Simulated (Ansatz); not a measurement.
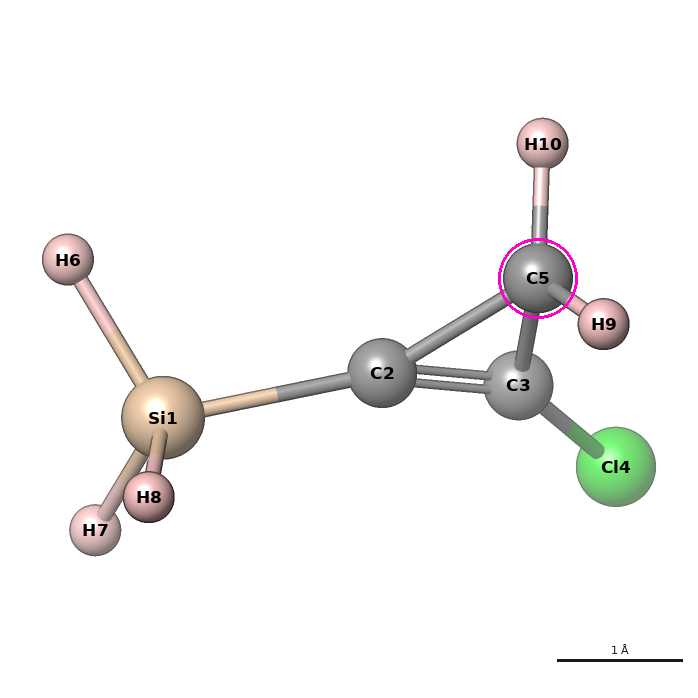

Orthographic view. Distant atoms are faded towards the background colour. The geometry was computed by an optimisation with PBE0-D4/def2-TZVP. No frequency run is at hand to confirm it as a minimum.

> Name the neighbours of the circled atom.

The circled atom is C5; it is bonded to C2, C3, H9, H10.

> Which atom is farthest from the viewer?

Cl4, 2.1 Å behind the mean position.

> Of C5 and H9, which is nearer the viewer?

H9; the bond to C5 points away from the viewer, so it looks shorter than its 1.09 Å.

> What is the shortest path along bonds from the circled atom to H8?

C5–C2–Si1–H8, 3 bonds; through space the two are 3.79 Å apart.
